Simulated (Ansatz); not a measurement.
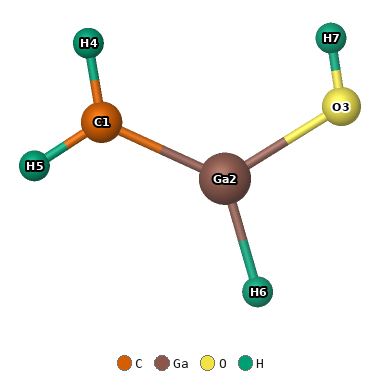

The system is CH₄GaO, SMILES [CH2-][GaH][OH], charge −1; the picture shows the reference structure. First axis: dihedral H4–C1–Ga2–O3. Second axis: dihedral C1–Ga2–O3–H7. Nothing is relaxed (all other coordinates rigid). The grid has 18 × 18 points; 164 points were computed and 160 follow by symmetry. All energies are given in kJ/mol relative to the relaxed molecule at the same level. These are results of RHF/def2-SVPD (Ansatz), not measurements.

Its coordinates:

```xyz
7

C    -1.3115   -0.0280   -0.0255
Ga    0.4484   -0.0721    0.5376
O     1.9046    0.1404   -0.6062
H    -1.6199    0.1246   -1.0597
H    -2.1479   -0.1548    0.6602
H     1.0756   -0.2824    1.9968
H     1.6507    0.2723   -1.5031
```

Range: dihedral H4–C1–Ga2–O3 from −180 to 160°; dihedral C1–Ga2–O3–H7 from −180 to 160°.

### What landscape does the calculation give?

The lowest grid point is at dihedral H4–C1–Ga2–O3 = 0°, dihedral C1–Ga2–O3–H7 = 0°, 0 kJ/mol from the relaxed molecule at the same level; the map holds 2 wells of about this depth. There are further wells near dihedral H4–C1–Ga2–O3 = 0°, dihedral C1–Ga2–O3–H7 = −180° (6 kJ/mol above the lowest at that grid point); dihedral H4–C1–Ga2–O3 = −180°, dihedral C1–Ga2–O3–H7 = −180° (6 kJ/mol above the lowest at that grid point). The highest grid point, dihedral H4–C1–Ga2–O3 = −100°, dihedral C1–Ga2–O3–H7 = 100°, lies 103 kJ/mol above the lowest. On the interpolated surface the easiest way out of the lowest well to the well at dihedral H4–C1–Ga2–O3 = 0°, dihedral C1–Ga2–O3–H7 = −180° passes a barrier of about 14 kJ/mol. Round the minimum the valley is somewhat tilted: raising dihedral H4–C1–Ga2–O3 shifts the best value of dihedral C1–Ga2–O3–H7 upwards (coupling k₁₂/√(k₁₁k₂₂) about −0.2).

| dihedral C1–Ga2–O3–H7 ↓, dihedral H4–C1–Ga2–O3 → | −160 | −120 | −80 | −40 | 0 | 40 | 80 | 120 | 160 |
| --- | --- | --- | --- | --- | --- | --- | --- | --- | --- |
| 160 | 15 | 64 | 84 | 34 | 7 | 36 | 85 | 61 | 14 |
| 120 | 22 | 76 | 97 | 41 | 12 | 45 | 99 | 72 | 20 |
| 80 | 21 | 74 | 101 | 45 | 13 | 43 | 100 | 76 | 22 |
| 40 | 11 | 58 | 84 | 36 | 5 | 31 | 82 | 64 | 15 |
| 0 | 7 | 51 | 70 | 26 | 0 | 26 | 70 | 51 | 7 |
| −40 | 15 | 64 | 82 | 31 | 5 | 36 | 84 | 58 | 11 |
| −80 | 22 | 76 | 100 | 43 | 13 | 45 | 101 | 74 | 21 |
| −120 | 20 | 72 | 99 | 45 | 12 | 41 | 97 | 76 | 22 |
| −160 | 14 | 61 | 85 | 36 | 7 | 34 | 84 | 64 | 15 |

The table holds every second grid line.

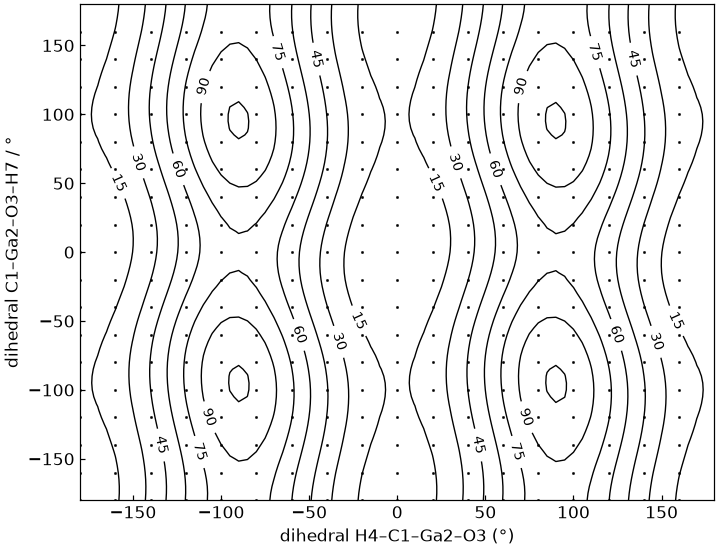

In the figure: contour lines labelled in kJ/mol (none above 105), dots at the grid points. Between grid points the surface is interpolated.

The whole map (164 points run) took 8.2 min on 1 thread of Arm Neoverse V1, on a shared host.
